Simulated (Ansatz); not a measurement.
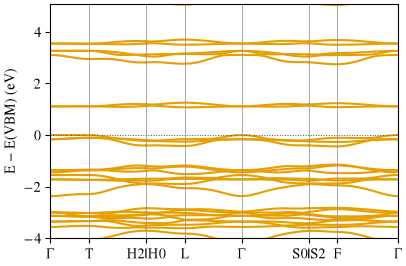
Figure: Band structure from DFT-r²SCAN in the program Ansatz with PAW potentials

The gap is 1.07 eV; an edge lies off the plotted path or next to a special point (maximum on the Γ–T line, 2 % of the way from Γ, minimum off the standard path).

The material is K3MnCrO8 in space group R3m (No. 160; Pearson symbol hR13).

The workflow started from a Materials Project entry (that database holds measured and hypothetical structures alike); the Crystallography Open Database copy checked does not list it. Its standing as an ambient phase is unchecked. The r²SCAN relaxation kept the symmetry of its start; its stability against distortions is not shown here. The run is not spin-polarised. No Hubbard U is applied.

Potentials: the later of the program's two PAW sets.
